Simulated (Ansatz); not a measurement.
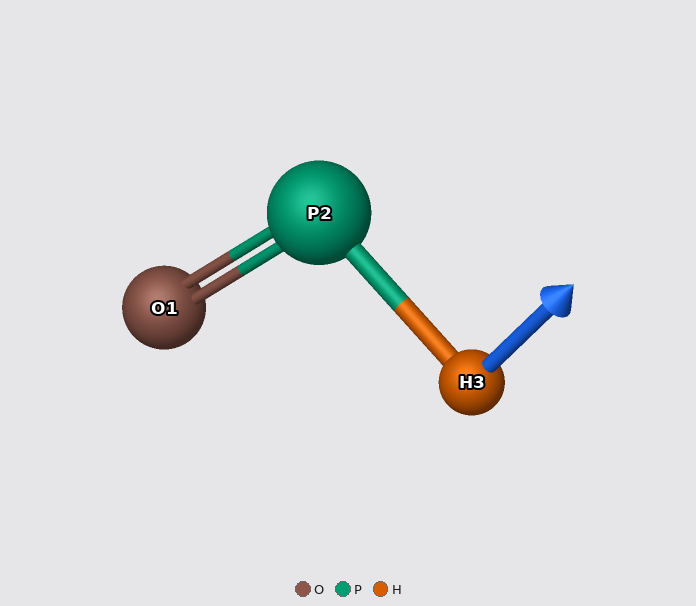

The arrows show one normal mode. Harmonic vibrations computed with RKS PBE0-D4/def2-TZVP (Ansatz 0.2.0) at a stationary point of the same level.

> What kind of motion is it?

Mostly H–P–O bending.

> At what wavenumber does it lie?

1004 cm⁻¹; it is mode 1 of 3 counted from the lowest.
